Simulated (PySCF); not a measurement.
# C₃H₇NOSi: NMR shifts at several levels of theory

How much do the NMR shifts of C₃H₇NOSi (`O=CC/C=N\[SiH3]`) depend on the level of theory, and what does each level cost?

Computed with PySCF 2.14.0, with density-fitted response routines of our own, on a single molecule in the gas phase. Atoms are numbered from 0 throughout.

## 1. Starting geometry

13 atoms, charge 0, multiplicity 1; geometry from: GFN2-xTB. The atoms were then displaced at random by about 0.01 Å, so the start is not that level's minimum.

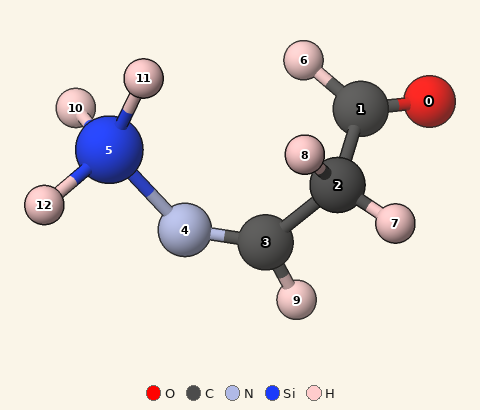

As it starts; oxygen red, carbon dark grey, nitrogen light blue, silicon blue, hydrogen pink, atoms numbered.

## 2. Optimising the geometry at PBE0-D3(BJ)/def2-SVP

Job settings and geometry (Å):

```
{"job": {"xc": "PBE0", "basis": "def2-SVP", "d3": "d3bj", "grid": 1, "shake": 0.01, "kind": "geom"}, "charge": 0, "multiplicity": 1}
O     -2.729910     0.306890     1.238910
C     -1.624350     0.465930     0.869110
C     -1.182260     0.469940    -0.570910
C     -0.383650    -0.825880    -0.776630
N      0.771480    -1.061920    -0.506800
Si     2.089550    -0.177100     0.178180
H     -0.772120     0.571230     1.588120
H     -2.004720     0.542360    -1.234980
H     -0.477850     1.310160    -0.696120
H     -1.024940    -1.641020    -1.170070
H      2.350560    -0.902920     1.430890
H      1.888210     1.245990     0.479880
H      3.105820    -0.320540    -0.839900
```

Started as:

```sh
$ OMP_NUM_THREADS=1 python probes_run.py task.json out
```

The driver reads the jobs from task.json and runs them one after another.

The log of the run:

```text
step   0  E = -537.28133847  max force = 0.086245
step   1  E = -537.29034035  max force = 0.017022
step   2  E = -537.29072132  max force = 0.004820
step   3  E = -537.29054510  max force = 0.012183
step   4  E = -537.29098930  max force = 0.001536
step   5  E = -537.29097621  max force = 0.002076
step   6  E = -537.29102444  max force = 0.000829
step   7  E = -537.29106703  max force = 0.000430
step   8  E = -537.29110551  max force = 0.000380
step   9  E = -537.29112734  max force = 0.000678
step  10  E = -537.29113778  max force = 0.000613
step  11  E = -537.29114114  max force = 0.000249
optimisation converged
```

Run time: 70 s. Hardware: 1 thread of Arm Neoverse V1, shared host; peak memory 0.5 GiB.

Relaxation path: (the energy doesn't fall at every step)

| step | energy from step 0 (eV) | largest force component (eV/Å) |
| --- | --- | --- |
| 0 | 0.0000 | 4.4349 |
| 1 | -0.2450 | 0.8753 |
| 2 | -0.2553 | 0.2479 |
| 3 | -0.2505 | 0.6265 |
| 4 | -0.2626 | 0.0790 |
| 5 | -0.2623 | 0.1068 |
| 6 | -0.2636 | 0.0426 |
| 7 | -0.2647 | 0.0221 |
| 8 | -0.2658 | 0.0195 |
| 9 | -0.2664 | 0.0349 |
| 10 | -0.2667 | 0.0315 |
| 11 | -0.2667 | 0.0128 |

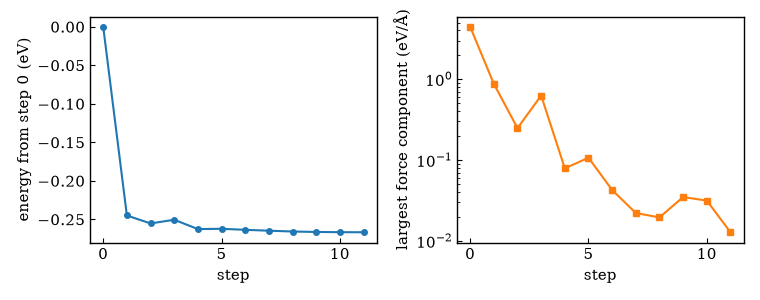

Energy and force, step by step.

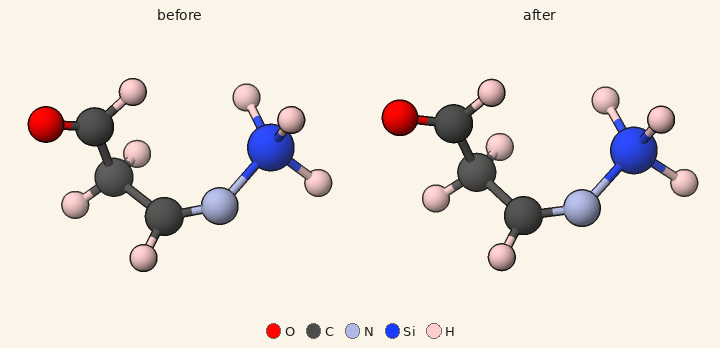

Before and after, at one scale.

Close pairs (by a distance rule), those that changed most:

```csv
bond,before (Å),after (Å),change (Å)
C3–N4,1.209,1.262,+0.052
Si5–H12,1.446,1.490,+0.044
C2–H7,1.060,1.099,+0.039
Si5–H11,1.469,1.504,+0.035
C2–C3,1.536,1.513,-0.023
O0–C1,1.177,1.198,+0.021
Si5–H10,1.471,1.491,+0.020
N4–Si5,1.729,1.746,+0.017
```

The final coordinates are the input of the step that follows.

| at the end point | value |
| --- | --- |
| point group (found at 0.08 Å tolerance) | C1 |
| rotational constants (GHz, main isotopes) | 6.896, 1.310, 1.193 |
| dipole moment (D) | 1.55 |

## 3. Nuclear shieldings: PBE0/6-31G*

Job settings and geometry (Å):

```
{"job": {"kind": "nmr", "xc": "PBE0", "basis": "6-31G*", "pop": true}, "charge": 0, "multiplicity": 1}
O     -2.554132     0.344131     1.369156
C     -1.395801     0.267213     1.073745
C     -0.866022     0.289363    -0.345337
C     -0.144970    -1.005363    -0.648802
N      1.069620    -1.276353    -0.441745
Si     2.413132    -0.355400     0.188169
H     -0.599417     0.160036     1.856887
H     -1.713808     0.444294    -1.027063
H     -0.162645     1.135521    -0.422233
H     -0.801387    -1.801025    -1.054741
H      2.839131    -1.017369     1.454207
H      2.131556     1.091740     0.483850
H      3.511721    -0.428502    -0.815479
```

With the program's defaults for keys left out, this is: GIAO PBE0/6-31G* NMR shielding, non-relativistic, gas phase.

The log of the run:

```text
coarse grid: 11376 points
cycle   1  E = -537.4446901636  dE =  6.577e-01  |g| = 8.239e-01  |ddm| = 3.374e+00
cycle   2  E = -536.9423716864  dE =  5.023e-01  |g| = 1.768e+00  |ddm| = 2.261e+00
cycle   3  E = -537.5871032317  dE = -6.447e-01  |g| = 1.199e-01  |ddm| = 1.669e+00
cycle   4  E = -537.5897210430  dE = -2.618e-03  |g| = 7.083e-02  |ddm| = 1.820e-01
cycle   5  E = -537.5907492606  dE = -1.028e-03  |g| = 2.521e-02  |ddm| = 7.294e-02
cycle   6  E = -537.5908881061  dE = -1.388e-04  |g| = 6.189e-03  |ddm| = 2.430e-02
cycle   7  E = -537.5908961430  dE = -8.037e-06  |g| = 1.580e-03  |ddm| = 5.629e-03
final grid: 105360 points
cycle   8  E = -537.5317386399  dE = -4.620e-06  |g| = 1.153e-02  |ddm| = 2.101e-02
cycle   9  E = -537.5316642829  dE =  7.436e-05  |g| = 2.247e-02  |ddm| = 2.649e-02
cycle  10  E = -537.5317666010  dE = -1.023e-04  |g| = 1.826e-03  |ddm| = 1.753e-02
cycle  11  E = -537.5317673757  dE = -7.747e-07  |g| = 1.915e-04  |ddm| = 1.775e-03
cycle  12  E = -537.5317673798  dE = -4.147e-09  |g| = 1.570e-04  |ddm| = 3.214e-04
cycle  13  E = -537.5317673853  dE = -5.427e-09  |g| = 3.135e-05  |ddm| = 1.437e-04
cycle  14  E = -537.5317673855  dE = -2.434e-10  |g| = 1.013e-05  |ddm| = 3.933e-05
converged SCF energy = -537.5317673855

GIAO shielding tensors (ppm)
atom      isotropic    diamagn.    paramagn.     s11        s22        s33       span
  0 O     -313.053     391.520    -704.574   -902.160   -387.093    350.092   1252.252
  1 C       13.988     251.304    -237.316    -66.607      5.608    102.963    169.570
  2 C      139.582     255.672    -116.090    103.451    149.570    165.724     62.273
  3 C       33.586     252.799    -219.214    -54.917     21.670    134.004    188.921
  4 N      -89.114     322.080    -411.195   -446.450    -99.223    278.330    724.780
  5 Si     455.549     881.758    -426.209    430.725    440.689    495.232     64.507
  6 H       22.534      29.222      -6.689     20.527     22.213     24.861      4.334
  7 H       28.754      31.680      -2.926     27.885     28.055     30.321      2.436
  8 H       28.492      32.713      -4.220     25.436     29.201     30.841      5.405
  9 H       23.344      27.995      -4.651     20.657     23.520     25.855      5.198
 10 H       26.702      29.030      -2.328     24.507     25.115     30.483      5.976
 11 H       26.512      30.719      -4.207     23.299     26.109     30.128      6.829
 12 H       26.714      28.581      -1.867     24.317     25.228     30.598      6.281
```

Run time: 9.7 s. Hardware: 1 thread of Arm Neoverse V1, shared host; peak memory 0.56 GiB.

The references, computed at this level on geometries of the same kind, shield at (ppm): 1H TMS 31.96, 13C TMS 194.1, 29Si TMS 418.1, 15N NH3 259.4, 17O H2O 324.2. Their shielding less the atom's gives the shift. The references are single molecules in the gas phase, so shifts against H2O, NH3, PH3, H3PO4 or CFCl3 are not on the usual liquid scales and can be off by tens of ppm. Atoms listed in one row are averaged.

| atoms | environment | σ (ppm) | δ (ppm) |
| --- | --- | --- | --- |
| C1 | aldehyde carbonyl carbon | 14.0 | 180.2 |
| C3 | C=N carbon | 33.6 | 160.6 |
| C2 | sp3 CH2 α to a carbonyl | 139.6 | 54.6 |
| H6 | hydrogen on an aldehyde carbonyl carbon | 22.53 | 9.43 |
| H9 | hydrogen on a C=N carbon | 23.34 | 8.62 |
| H10, H11, H12 | hydrogen on a silicon bonded to N | 26.64 | 5.32 |
| H7, H8 | hydrogen on an sp3 CH2 α to a carbonyl | 28.62 | 3.34 |
| O0 | aldehyde oxygen | -313.1 | 637.2 |
| N4 | imine nitrogen | -89.1 | 348.5 |
| Si5 | silicon bonded to N, 3 H | 455.5 | -37.5 |

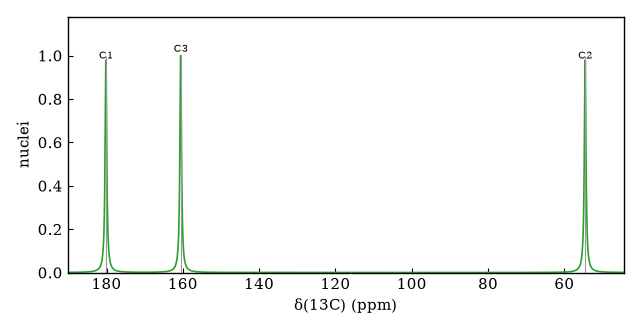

13C lines at the computed shifts, without couplings. Lines are broadened to a width of 0.50 ppm (Lorentzian).

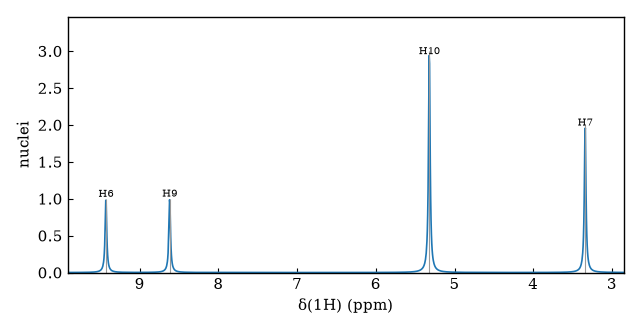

1H lines at the computed shifts, without couplings. Lines are broadened to a width of 0.02 ppm (Lorentzian).

The run also stored atomic charges by several schemes (e):

| atoms | Mulliken | IAO | Hirshfeld | ESP fit |
| --- | --- | --- | --- | --- |
| O0 | -0.35 | -0.36 | -0.22 | -0.40 |
| C1 | 0.24 | 0.27 | 0.14 | 0.41 |
| C2 | -0.50 | -0.36 | -0.06 | -0.23 |
| C3 | 0.06 | 0.08 | 0.08 | 0.37 |
| N4 | -0.44 | -0.52 | -0.25 | -0.59 |
| Si5 | 0.44 | 0.69 | 0.32 | 0.48 |

IAO charges:

O0 -0.36; C1 0.27; C2 -0.36; C3 0.08; N4 -0.52; Si5 0.69; H6 0.09; H7 0.17; H8 0.17; H9 0.14; H10 -0.11; H11 -0.15; H12 -0.11

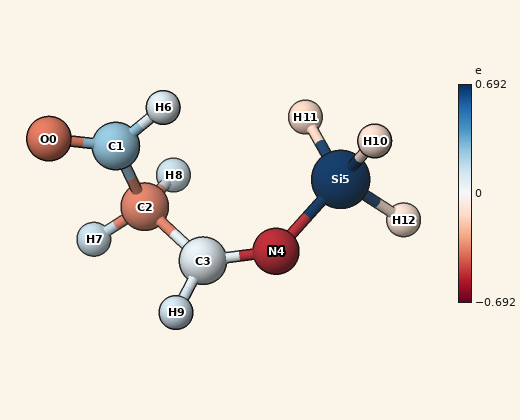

IAO charges, as colours on the atoms.

Mayer bond orders: O0–C1 2.00, C1–C2 0.91, C2–C3 0.94, C3–N4 1.92, N4–Si5 1.00.

## 4. Shielding tensors: PBE0/6-311+G(2d,p)

Same as in step 3 but for these lines:

```diff
@@ -1,2 +1,2 @@
-{"job": {"kind": "nmr", "xc": "PBE0", "basis": "6-31G*", "pop": true}, "charge": 0, "multiplicity": 1}
+{"job": {"kind": "nmr", "xc": "PBE0", "basis": "6-311+G(2d,p)", "pop": true}, "charge": 0, "multiplicity": 1}
 O     -2.554132     0.344131     1.369156
```

Method: GIAO PBE0/6-311+G(2d,p) NMR shielding, non-relativistic, gas phase.

The log of the run:

```text
coarse grid: 11376 points
cycle   1  E = -537.4978489688  dE =  6.410e-01  |g| = 8.365e-01  |ddm| = 2.975e+00
cycle   2  E = -536.9727711466  dE =  5.251e-01  |g| = 1.825e+00  |ddm| = 1.814e+00
cycle   3  E = -537.6359529880  dE = -6.632e-01  |g| = 1.284e-01  |ddm| = 1.269e+00
cycle   4  E = -537.6383864781  dE = -2.433e-03  |g| = 8.147e-02  |ddm| = 1.659e-01
cycle   5  E = -537.6396606111  dE = -1.274e-03  |g| = 2.873e-02  |ddm| = 7.358e-02
cycle   6  E = -537.6398284398  dE = -1.678e-04  |g| = 7.469e-03  |ddm| = 2.400e-02
cycle   7  E = -537.6398401929  dE = -1.175e-05  |g| = 1.556e-03  |ddm| = 5.834e-03
cycle   8  E = -537.6398406949  dE = -5.020e-07  |g| = 6.489e-04  |ddm| = 1.708e-03
final grid: 105360 points
cycle   9  E = -537.6416063203  dE = -3.554e-05  |g| = 1.078e-02  |ddm| = 8.239e-02
cycle  10  E = -537.6415427621  dE =  6.356e-05  |g| = 2.126e-02  |ddm| = 1.828e-02
cycle  11  E = -537.6416275071  dE = -8.474e-05  |g| = 1.632e-03  |ddm| = 1.275e-02
cycle  12  E = -537.6416280251  dE = -5.179e-07  |g| = 3.390e-04  |ddm| = 1.391e-03
cycle  13  E = -537.6416280425  dE = -1.738e-08  |g| = 2.161e-04  |ddm| = 4.276e-04
cycle  14  E = -537.6416280527  dE = -1.022e-08  |g| = 3.485e-05  |ddm| = 1.672e-04
cycle  15  E = -537.6416280530  dE = -2.767e-10  |g| = 1.341e-05  |ddm| = 6.085e-05
converged SCF energy = -537.6416280530

GIAO shielding tensors (ppm)
atom      isotropic    diamagn.    paramagn.     s11        s22        s33       span
  0 O     -350.667     383.744    -734.410   -959.120   -427.582    334.701   1293.821
  1 C       -7.260     256.312    -263.572    -95.921    -17.898     92.038    187.959
  2 C      127.603     244.605    -117.002     86.383    138.259    158.167     71.783
  3 C       13.254     255.783    -242.529    -83.649      1.565    121.846    205.494
  4 N     -123.473     315.714    -439.187   -493.135   -142.602    265.317    758.452
  5 Si     412.517     877.334    -464.817    382.605    393.833    461.112     78.507
  6 H       21.884      30.553      -8.669     19.942     21.547     24.164      4.223
  7 H       28.017      30.105      -2.088     27.179     27.434     29.439      2.259
  8 H       27.636      31.808      -4.172     24.827     28.240     29.842      5.015
  9 H       22.709      30.394      -7.685     20.018     23.096     25.011      4.992
 10 H       26.184      27.834      -1.650     24.187     24.654     29.711      5.523
 11 H       25.789      28.838      -3.049     22.701     25.185     29.482      6.782
 12 H       26.206      27.547      -1.342     23.947     24.726     29.943      5.996
```

It took 25 s on 1 thread of Arm Neoverse V1, shared host; peak memory 0.96 GiB.

In short: δ C1 193.7, C3 173.2, C2 58.8, O0 677.2, H6 9.63, H9 8.80 ppm.

## 5. Nuclear shieldings: PBE0/def2-SVP

Same as in step 4 but for these lines:

```diff
@@ -1,2 +1,2 @@
-{"job": {"kind": "nmr", "xc": "PBE0", "basis": "6-311+G(2d,p)", "pop": true}, "charge": 0, "multiplicity": 1}
+{"job": {"kind": "nmr", "xc": "PBE0", "basis": "def2-SVP", "pop": true}, "charge": 0, "multiplicity": 1}
 O     -2.554132     0.344131     1.369156
```

Level: GIAO PBE0/def2-SVP NMR shielding, non-relativistic, gas phase.

The log of the run:

```text
coarse grid: 11376 points
cycle   1  E = -537.0618272274  dE =  6.169e-01  |g| = 8.242e-01  |ddm| = 3.638e+00
cycle   2  E = -536.5439924698  dE =  5.178e-01  |g| = 1.788e+00  |ddm| = 2.766e+00
cycle   3  E = -537.2043463361  dE = -6.604e-01  |g| = 1.121e-01  |ddm| = 2.087e+00
cycle   4  E = -537.2064032152  dE = -2.057e-03  |g| = 7.324e-02  |ddm| = 1.844e-01
cycle   5  E = -537.2075076820  dE = -1.104e-03  |g| = 2.520e-02  |ddm| = 7.910e-02
cycle   6  E = -537.2076470787  dE = -1.394e-04  |g| = 6.356e-03  |ddm| = 2.544e-02
cycle   7  E = -537.2076556209  dE = -8.542e-06  |g| = 1.484e-03  |ddm| = 6.512e-03
final grid: 105360 points
cycle   8  E = -537.2814235278  dE = -3.040e-06  |g| = 1.177e-02  |ddm| = 2.712e-02
cycle   9  E = -537.2813426790  dE =  8.085e-05  |g| = 2.330e-02  |ddm| = 3.011e-02
cycle  10  E = -537.2814519920  dE = -1.093e-04  |g| = 1.620e-03  |ddm| = 2.039e-02
cycle  11  E = -537.2814526089  dE = -6.169e-07  |g| = 1.975e-04  |ddm| = 1.744e-03
cycle  12  E = -537.2814526136  dE = -4.680e-09  |g| = 1.567e-04  |ddm| = 3.316e-04
cycle  13  E = -537.2814526191  dE = -5.474e-09  |g| = 2.537e-05  |ddm| = 1.412e-04
cycle  14  E = -537.2814526192  dE = -1.650e-10  |g| = 8.877e-06  |ddm| = 3.866e-05
converged SCF energy = -537.2814526192

GIAO shielding tensors (ppm)
atom      isotropic    diamagn.    paramagn.     s11        s22        s33       span
  0 O     -336.032     388.218    -724.249   -959.891   -402.931    354.727   1314.618
  1 C        8.328     253.672    -245.345    -73.725     -4.670    103.378    177.103
  2 C      138.845     256.359    -117.514     99.368    148.992    168.175     68.807
  3 C       28.446     255.131    -226.685    -61.479     11.467    135.349    196.828
  4 N     -104.587     323.985    -428.572   -482.411   -113.510    282.160    764.571
  5 Si     477.522     880.676    -403.154    451.674    462.778    518.115     66.441
  6 H       22.329      31.052      -8.724     20.228     21.988     24.770      4.542
  7 H       28.200      31.716      -3.516     27.192     27.291     30.117      2.925
  8 H       27.890      33.979      -6.089     24.780     28.643     30.248      5.468
  9 H       22.977      29.870      -6.894     19.954     23.488     25.488      5.533
 10 H       26.295      29.021      -2.726     24.139     24.718     30.029      5.890
 11 H       26.019      30.829      -4.809     22.959     25.352     29.747      6.788
 12 H       26.313      28.407      -2.094     23.890     24.811     30.237      6.347
```

Wall time 11 s (1 thread of Arm Neoverse V1, shared host); peak memory 0.62 GiB.

This run: δ C1 185.4, C3 165.3, C2 54.9, O0 679.1, H6 9.01, H9 8.37 ppm.

## 6. Nuclear shieldings: PBE0/def2-TZVP

Same as in step 5 but for these lines:

```diff
@@ -1,2 +1,2 @@
-{"job": {"kind": "nmr", "xc": "PBE0", "basis": "def2-SVP", "pop": true}, "charge": 0, "multiplicity": 1}
+{"job": {"kind": "nmr", "xc": "PBE0", "basis": "def2-TZVP", "pop": true}, "charge": 0, "multiplicity": 1}
 O     -2.554132     0.344131     1.369156
```

With the program's defaults for keys left out, this is: GIAO PBE0/def2-TZVP NMR shielding, non-relativistic, gas phase.

The log of the run:

```text
coarse grid: 11376 points
cycle   1  E = -537.5291083585  dE =  6.363e-01  |g| = 8.410e-01  |ddm| = 2.725e+00
cycle   2  E = -537.0056001776  dE =  5.235e-01  |g| = 1.830e+00  |ddm| = 2.996e+00
cycle   3  E = -537.6686183001  dE = -6.630e-01  |g| = 1.295e-01  |ddm| = 2.424e+00
cycle   4  E = -537.6711785446  dE = -2.560e-03  |g| = 8.199e-02  |ddm| = 1.661e-01
cycle   5  E = -537.6724719022  dE = -1.293e-03  |g| = 2.860e-02  |ddm| = 7.340e-02
cycle   6  E = -537.6726384519  dE = -1.665e-04  |g| = 7.433e-03  |ddm| = 2.338e-02
cycle   7  E = -537.6726499745  dE = -1.152e-05  |g| = 1.642e-03  |ddm| = 7.486e-03
cycle   8  E = -537.6726505386  dE = -5.641e-07  |g| = 6.621e-04  |ddm| = 2.490e-03
final grid: 105360 points
cycle   9  E = -537.6637933521  dE = -3.857e-05  |g| = 1.049e-02  |ddm| = 6.192e-02
cycle  10  E = -537.6637350977  dE =  5.825e-05  |g| = 2.047e-02  |ddm| = 2.093e-02
cycle  11  E = -537.6638137061  dE = -7.861e-05  |g| = 1.721e-03  |ddm| = 1.477e-02
cycle  12  E = -537.6638142791  dE = -5.729e-07  |g| = 3.196e-04  |ddm| = 1.907e-03
cycle  13  E = -537.6638142937  dE = -1.464e-08  |g| = 2.150e-04  |ddm| = 4.456e-04
cycle  14  E = -537.6638143038  dE = -1.004e-08  |g| = 3.785e-05  |ddm| = 1.612e-04
cycle  15  E = -537.6638143041  dE = -3.256e-10  |g| = 1.414e-05  |ddm| = 3.479e-05
converged SCF energy = -537.6638143041

GIAO shielding tensors (ppm)
atom      isotropic    diamagn.    paramagn.     s11        s22        s33       span
  0 O     -358.909     389.876    -748.785   -973.401   -439.965    336.638   1310.038
  1 C       -8.122     248.646    -256.768    -98.030    -17.958     91.622    189.652
  2 C      126.663     252.487    -125.824     85.546    137.210    157.234     71.688
  3 C       11.476     255.159    -243.683    -87.048      0.048    121.426    208.474
  4 N     -127.297     316.228    -443.526   -501.554   -146.468    266.130    767.684
  5 Si     401.084     879.704    -478.619    370.512    381.997    450.744     80.231
  6 H       21.910      30.309      -8.399     19.933     21.498     24.300      4.366
  7 H       28.011      31.925      -3.915     27.183     27.463     29.386      2.202
  8 H       27.630      32.965      -5.335     24.841     28.225     29.824      4.982
  9 H       22.720      29.432      -6.711     20.018     23.041     25.102      5.084
 10 H       26.150      29.083      -2.933     24.236     24.601     29.612      5.376
 11 H       25.774      30.566      -4.792     22.749     25.185     29.389      6.640
 12 H       26.178      28.534      -2.357     24.031     24.670     29.832      5.802
```

Run time: 30 s. Hardware: 1 thread of Arm Neoverse V1, shared host; peak memory 1.1 GiB.

In short: δ C1 194.8, C3 175.2, C2 60.0, O0 691.5, H6 9.57, H9 8.76 ppm.

## 7. Nuclear shieldings: PBE0/cc-pVDZ

Same as in step 6 but for these lines:

```diff
@@ -1,2 +1,2 @@
-{"job": {"kind": "nmr", "xc": "PBE0", "basis": "def2-TZVP", "pop": true}, "charge": 0, "multiplicity": 1}
+{"job": {"kind": "nmr", "xc": "PBE0", "basis": "cc-pVDZ", "pop": true}, "charge": 0, "multiplicity": 1}
 O     -2.554132     0.344131     1.369156
```

With the program's defaults for keys left out, this is: GIAO PBE0/cc-pVDZ NMR shielding, non-relativistic, gas phase.

The log of the run:

```text
coarse grid: 11376 points
cycle   1  E = -537.4090330030  dE =  6.952e-01  |g| = 8.254e-01  |ddm| = 6.493e+00
cycle   2  E = -536.8935339428  dE =  5.155e-01  |g| = 1.786e+00  |ddm| = 3.033e+00
cycle   3  E = -537.5505089094  dE = -6.570e-01  |g| = 1.184e-01  |ddm| = 2.092e+00
cycle   4  E = -537.5529257093  dE = -2.417e-03  |g| = 7.365e-02  |ddm| = 3.054e-01
cycle   5  E = -537.5540413630  dE = -1.116e-03  |g| = 2.586e-02  |ddm| = 1.196e-01
cycle   6  E = -537.5541878667  dE = -1.465e-04  |g| = 6.431e-03  |ddm| = 3.842e-02
cycle   7  E = -537.5541966038  dE = -8.737e-06  |g| = 1.576e-03  |ddm| = 9.082e-03
final grid: 105360 points
cycle   8  E = -537.5668004503  dE = -3.614e-06  |g| = 1.148e-02  |ddm| = 5.005e-02
cycle   9  E = -537.5667255712  dE =  7.488e-05  |g| = 2.248e-02  |ddm| = 4.093e-02
cycle  10  E = -537.5668281196  dE = -1.025e-04  |g| = 1.825e-03  |ddm| = 2.627e-02
cycle  11  E = -537.5668288905  dE = -7.708e-07  |g| = 2.105e-04  |ddm| = 3.028e-03
cycle  12  E = -537.5668288972  dE = -6.709e-09  |g| = 1.523e-04  |ddm| = 5.038e-04
cycle  13  E = -537.5668289022  dE = -4.986e-09  |g| = 3.462e-05  |ddm| = 2.137e-04
cycle  14  E = -537.5668289025  dE = -3.024e-10  |g| = 1.041e-05  |ddm| = 7.645e-05
converged SCF energy = -537.5668289025

GIAO shielding tensors (ppm)
atom      isotropic    diamagn.    paramagn.     s11        s22        s33       span
  0 O     -334.537     394.121    -728.658   -945.458   -398.689    340.537   1285.994
  1 C       10.834     252.638    -241.805    -73.065     -0.566    106.131    179.196
  2 C      139.436     254.052    -114.615    100.497    149.202    168.611     68.114
  3 C       30.108     255.236    -225.128    -61.822     16.888    135.259    197.081
  4 N      -99.732     321.421    -421.153   -468.335   -109.178    278.318    746.652
  5 Si     479.271     882.802    -403.532    455.851    464.115    517.846     61.995
  6 H       22.014      30.890      -8.876     19.882     21.694     24.466      4.584
  7 H       28.111      31.507      -3.396     27.049     27.488     29.796      2.748
  8 H       27.680      33.566      -5.886     24.619     28.367     30.055      5.436
  9 H       22.643      29.473      -6.830     19.843     22.953     25.132      5.289
 10 H       26.286      29.412      -3.126     24.010     24.575     30.273      6.263
 11 H       25.963      31.104      -5.141     22.753     25.228     29.909      7.157
 12 H       26.279      28.828      -2.549     23.767     24.615     30.455      6.687
```

It took 12 s on 1 thread of Arm Neoverse V1, shared host; peak memory 0.67 GiB.

This run: δ C1 185.9, C3 166.6, C2 57.3, O0 677.9, H6 9.28, H9 8.65 ppm.

(Part 1 of 2 ends here.)
